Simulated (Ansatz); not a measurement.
AlClH5OP

The calculation's input:

```
crystal:
  periodic: [false, false, false]
  atoms:
    - { symbol: Al, position_ang: [0.060337, -0.376787, 0.048757] }
    - { symbol: Cl, position_ang: [-0.055165, -0.871486, 2.183692] }
    - { symbol: H, position_ang: [1.423944, 0.000687, -0.617909] }
    - { symbol: O, position_ang: [-1.340074, -0.485972, -0.901366] }
    - { symbol: H, position_ang: [-2.20471, -0.783928, -0.609494] }
    - { symbol: P, position_ang: [-0.258902, 2.953399, 1.005671] }
    - { symbol: H, position_ang: [-1.685696, 2.976499, 0.954709] }
    - { symbol: H, position_ang: [-0.219444, 3.376572, 2.369875] }
    - { symbol: H, position_ang: [-0.233689, 1.584016, 1.418466] }
basis:
  gaussian: { orbitals: def2-SVP }
hamiltonian:
  xc: pbe0
relax:
  f_tol: 0.03
  max_steps: 50
output:
  orbitals: {}
```

Command:

```sh
ansatz run input.yaml --threads 2 --pin off --max-ram 3072MiB --backend cpu --events-out ev --progress --plain --runs-dir out
```

The fields are those of the run's last geometry, not of the input's.

These are results of RKS PBE0/def2-SVP in Ansatz 0.2.0, not measurements.

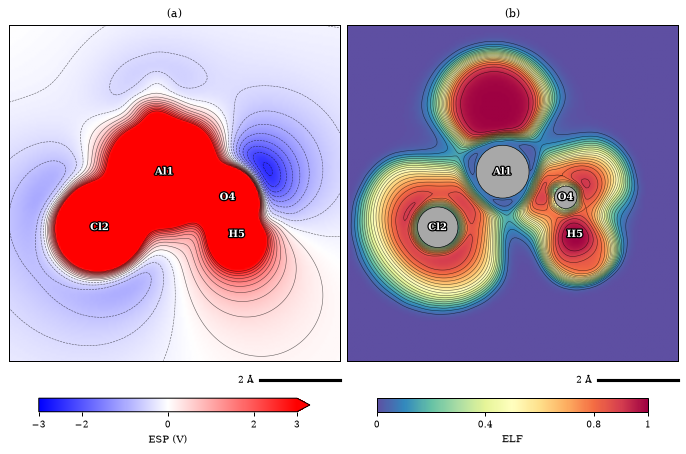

Figure 1. (a) molecular electrostatic potential; (b) ELF on the plane of atoms Cl2, Al1 and O4. Grey discs cover the atomic cores in the ELF map.

### What does the map show?

The section cuts through Al, Cl, O and H sites. Al–O (1.71 Å): the ELF peaks at about 0.85 in the valence shell of O, 0.6 Å from its nucleus, and is about 0.40 at the midpoint. Al–Cl (2.15 Å): the ELF peaks at about 0.90 in the valence shell of Cl, 0.9 Å from its nucleus, and is about 0.80 at the midpoint. O–H (0.96 Å): the ELF climbs to about 1 towards the hydrogen, as it does in any bond to H: a covalent bond by its length. The ELF also peaks beside Cl2 and O4, away from the bonds: lone-pair regions. Outside the dense part of the molecule the potential is most negative (−2.5 V) near O4.

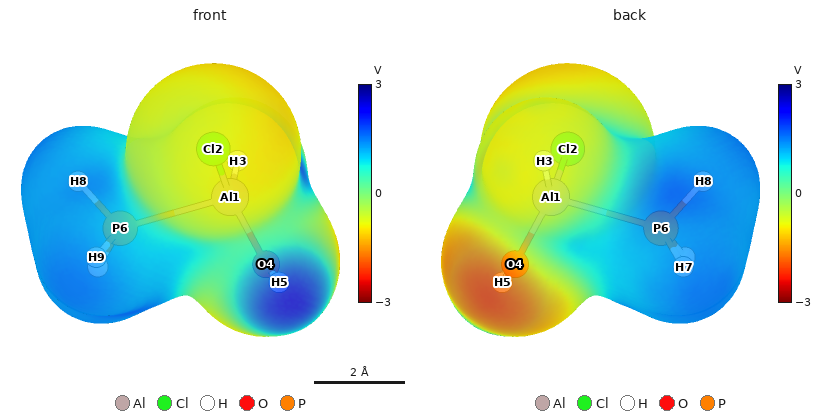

Figure 2. The molecular electrostatic potential painted on the density surface at 0.002 e/bohr³, seen from the front and from behind; the colour scale runs from red (negative) to blue (positive).

### Describe the electrostatic potential map.

The most negative region (about −1.8 V) lies over O4, the most positive (about +2.0 V) over H5. O4 is the likeliest acceptor of a hydrogen bond.

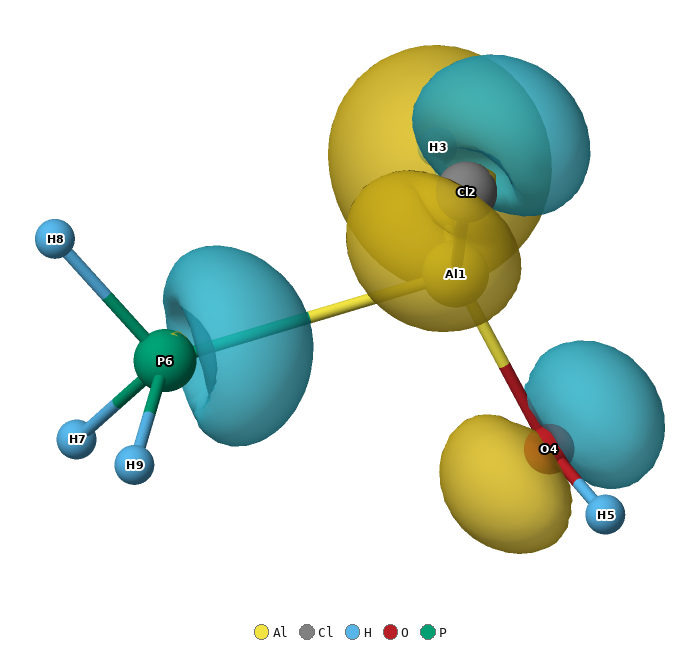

Figure 3. The HOMO at ±0.15 Å⁻³ᐟ² (yellow and cyan are the two phases), seen across its widest extent.

### Describe this orbital and give its energy.

It lies mainly on Cl2 (about 25 %), H3 (about 25 %), O4 (about 20 %), Al1 (about 15 %) and P6 (about 15 %). Its energy is −7.85 eV.

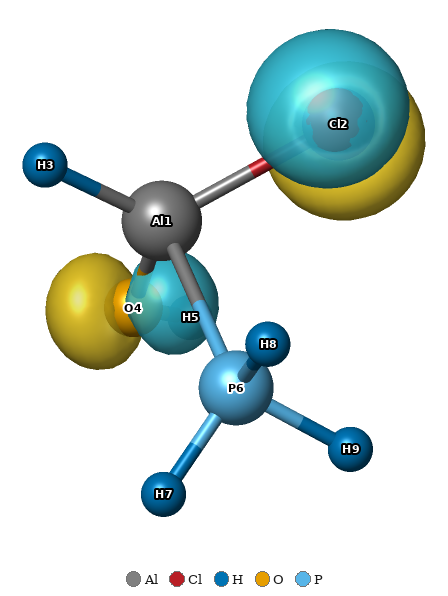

Figure 4. The HOMO−1 at ±0.2 Å⁻³ᐟ² (yellow and cyan are the two phases), seen at an oblique angle.

### What is the character of this orbital?

Its weight (Hirshfeld) is mainly on Cl2 (about 65 %) and O4 (about 25 %). Its energy is −8.23 eV.
